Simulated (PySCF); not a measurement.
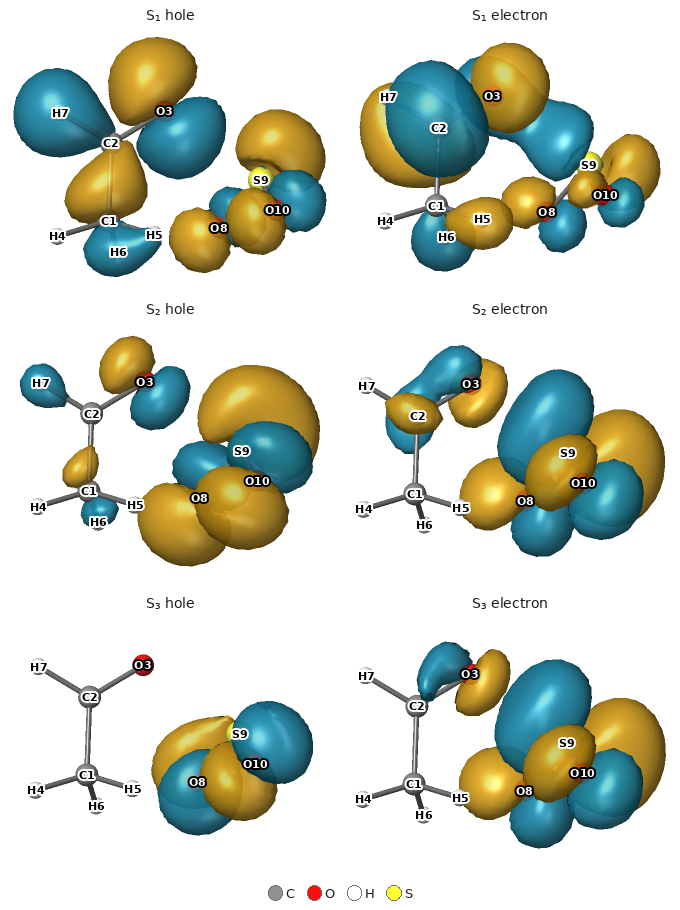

Figure 1: C2H4O3S, SMILES `CC=O.O=S=O`. Leading natural transition orbitals (TDA singlet states).

Computed with PySCF, ωB97X/def2-SVP, geometry: an unrelaxed start of a pair search. Without diffuse functions Rydberg states are missing, so the states' numbers hold for this basis only.

Coordinates in Å:

```
C1      -1.7143   -1.0289   -0.0017
C2      -1.8032    0.4416    0.0156
O3      -0.8621    1.1981    0.1501
H4      -2.6883   -1.5039   -0.0095
H5      -1.1091   -1.3741    0.8363
H6      -1.1457   -1.3126   -0.8938
H7      -2.8076    0.8757   -0.1259
O8       0.9339   -0.3746   -1.2631
S9       1.2039    0.2963   -0.0105
O10      1.1273   -0.5613    1.1477
```

> Describe these excited states.

By state:
- S₁: 4.48 eV (277 nm), f = 0.016; the leading pair carries 84 %; hole on O3 (41 %), S9 (12 %) and O8 and O10 (11 % each), electron on C2 (36 %), O3 (23 %) and S9 (15 %) (shares are of the whole state, not of the leading pair alone); their centroids lie 0.4 Å apart.
- S₂: 4.65 eV (267 nm), f = 0.022; the leading pair carries 75 %; hole on O10 (24 %), S9 (23 %) and O8 (23 %), electron on S9 (38 %), O10 (15 %) and O8 (14 %) (shares are of the whole state, not of the leading pair alone); their centroids lie 0.1 Å apart.
- S₃: 4.95 eV (251 nm), f = 0.000 (very weak); the leading pair carries 100 %; hole on O8 (44 %), O10 (42 %) and S9 (12 %), electron on S9 (52 %), O8 and O10 (20 % each) and O3 (6 %); their centroids lie 0.5 Å apart.
